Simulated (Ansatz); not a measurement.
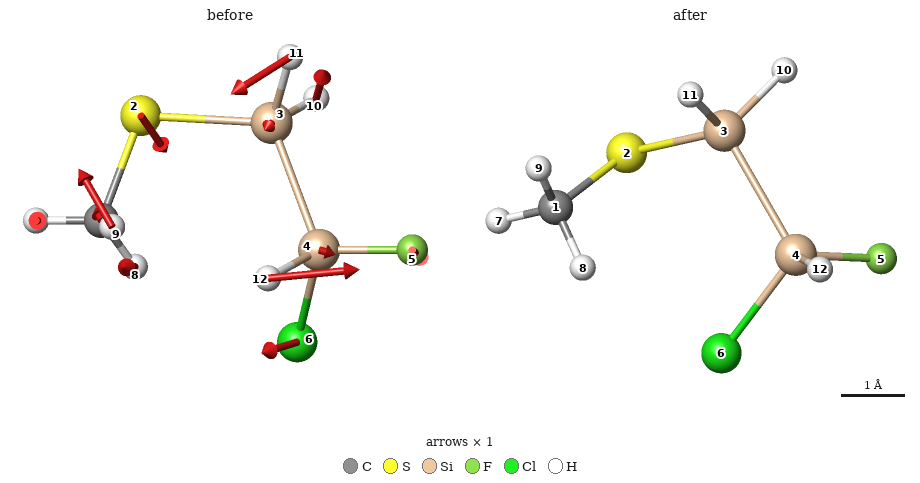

The structure of CH6ClFSSi2 before (left) and after (right) a relaxation, at one scale. The red arrows give the displacements, at their true length.

Style: ball-and-stick. Shown at a tilt.

The run prepares an end point of a later path (torsion) calculation, from a guessed geometry.

These are results of RKS LDA/def2-SVP (Ansatz), not measurements.

The input:
```yaml
crystal:
  periodic: [false, false, false]
  atoms:
    - { symbol: C, position_ang: [-0.1103, -2.6623, 0.3815] }
    - { symbol: S, position_ang: [-1.038, -1.0423, 0.4391] }
    - { symbol: Si, position_ang: [0.3977, 0.3674, -0.3101] }
    - { symbol: Si, position_ang: [2.36363, -0.51965, -1.06211] }
    - { symbol: F, position_ang: [3.4176, 0.54565, -1.47072] }
    - { symbol: Cl, position_ang: [2.06519, -1.86385, -2.60769] }
    - { symbol: H, position_ang: [-0.7939, -3.4093, 0.7296] }
    - { symbol: H, position_ang: [0.1765, -2.8333, -0.6635] }
    - { symbol: H, position_ang: [0.7329, -2.5796, 1.0503] }
    - { symbol: H, position_ang: [-0.30457, 1.1085, -1.46104] }
    - { symbol: H, position_ang: [0.61009, 1.35684, 0.7456] }
    - { symbol: H, position_ang: [2.97922, -1.38006, 0.03783] }
basis:
  gaussian: { orbitals: def2-SVP }
hamiltonian:
  xc: lda
relax:
  f_tol: 0.015
  max_steps: 40
```

Launched with:
```bash
ansatz run input.yaml --threads 2 --pin off --max-ram 3072MiB --backend cpu --events-out ev --progress --plain --runs-dir out
```

Q: Describe what moved and what it gained.

A: The relaxation stopped without meeting its thresholds, so the last structure isn't shown to be converged. It used up its limit of 40 steps. The largest move after the best rigid fit is that of H12, 1.50 Å. By element the largest moves are H 1.50 Å, F 1.33 Å, S 1.07 Å, Cl 0.98 Å, C 0.30 Å, Si 0.28 Å. Among the contacts that change: Si4–F5 1.553 → 1.625 Å, Si3–Si4 2.284 → 2.348 Å, C1–S2 1.868 → 1.813 Å, Si3–H11 1.462 → 1.514 Å. Among the angles between lasting bonds that change: Si3–Si4–H12 109.2° → 117.1°, S2–Si3–Si4 115.8° → 110.8°, C1–S2–Si3 103.1° → 98.2°. Groups turn about Si3–Si4 by about 80°, S2–Si3 by about 70°. The energy falls by 0.371 eV in 39 geometry steps. Largest force component: 2.8 eV/Å at the start, 0.12 eV/Å at the end. Cost: 81 s on 2 threads of Intel(R) Xeon(R) Platinum 8488C (Sapphire Rapids) (shared host), peak memory 0.2 GiB.
